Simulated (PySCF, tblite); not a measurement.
**C₂H₆B₃ClO₂: geometry, infrared bands and NMR shifts**

Aim: predict the infrared bands and NMR shifts of C₂H₆B₃ClO₂ (`B[C@@H]1COBB(Cl)O1`).

The runs use tblite 0.8.0 and PySCF 2.14.0, with density-fitted response routines of our own; the level of theory stands in each step. All values are computed, except where a source is named. Atoms are numbered from 0 throughout.

### Step 1. The molecule as given

14 atoms, charge 0, multiplicity 1; geometry from: force field or distance geometry start.

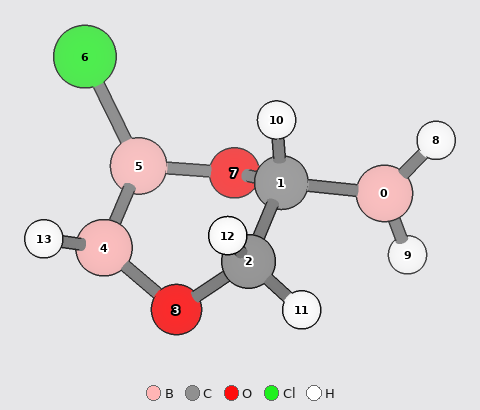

As it starts; boron pink, carbon grey, oxygen red, chlorine green, hydrogen white, atoms numbered.

### Step 2. Optimising the geometry with GFN2-xTB

What the job is given:

```
{"job": {"kind": "relax", "xc": "GFN2-xTB", "basis": "xTB"}, "charge": 0, "multiplicity": 1}
B      2.128700    -0.420300    -0.609400
C      0.736900     0.073500     0.022200
C     -0.279200    -1.132400     0.150100
O     -1.506300    -0.894300    -0.562300
B     -2.106200     0.362000    -0.081600
B     -1.044100     1.608700    -0.213100
Cl    -1.134800     3.049600     0.935800
O      0.265300     1.161700    -0.744200
H      3.126700    -0.356300     0.016000
H      2.139200    -0.841600    -1.707000
H      0.990300     0.426400     1.055800
H      0.143500    -2.077400    -0.242600
H     -0.507800    -1.330400     1.232100
H     -2.953200     0.370300     0.726000
```

Command:

```console
$ OMP_NUM_THREADS=1 python probes_run.py task.json out
```

One launch serves the whole session: the jobs run in the order shown.

**Question.** This job is followed by: GFN2-xTB harmonic vibrations, gas phase; GIAO PBE0/pcSseg-1 NMR shielding, non-relativistic, gas phase. Predict these results of the whole session: strongest single infrared mode (GFN2-xTB); zero-point energy (GFN2-xTB); 13C shifts against TMS (PBE0/pcSseg-1); 1H shifts against TMS (PBE0/pcSseg-1, means over atoms taken as alike); 11B shifts against BF3·OEt2 (PBE0/pcSseg-1); 17O shifts against H2O (PBE0/pcSseg-1); 35Cl shifts against HCl (PBE0/pcSseg-1).

As calculated:

```
                                                              quantity                             value
                             strongest single infrared mode (GFN2-xTB)             1264 cm⁻¹, 199 km/mol
                                          zero-point energy (GFN2-xTB)                     56.8 kcal/mol
                                13C shifts against TMS (PBE0/pcSseg-1)                    88.2, 67.8 ppm
1H shifts against TMS (PBE0/pcSseg-1, means over atoms taken as alike)  7.95, 5.36, 4.87, 4.84, 4.27 ppm
                           11B shifts against BF3·OEt2 (PBE0/pcSseg-1)              88.7, 48.1, 39.6 ppm
                                17O shifts against H2O (PBE0/pcSseg-1)                  252.6, 233.9 ppm
                               35Cl shifts against HCl (PBE0/pcSseg-1)                           191 ppm
```

What this shows: Relaxing lowered the energy by 2.533 eV in 120 steps; the close pair that moved most is B5–O7, from 1.482 to 1.347 Å. All 36 modes are real, so the xTB geometry is a minimum. The strongest single mode, at 1264 cm⁻¹, is spread over several atoms, H10, B4, H11, B5 among them. Unscaled tight-binding wavenumbers are off by several per cent, some by more. Its intensities can rank the bands wrongly. At PBE0/pcSseg-1: The largest span, 501 ppm, is at O3, where the paramagnetic term is -308 ppm.
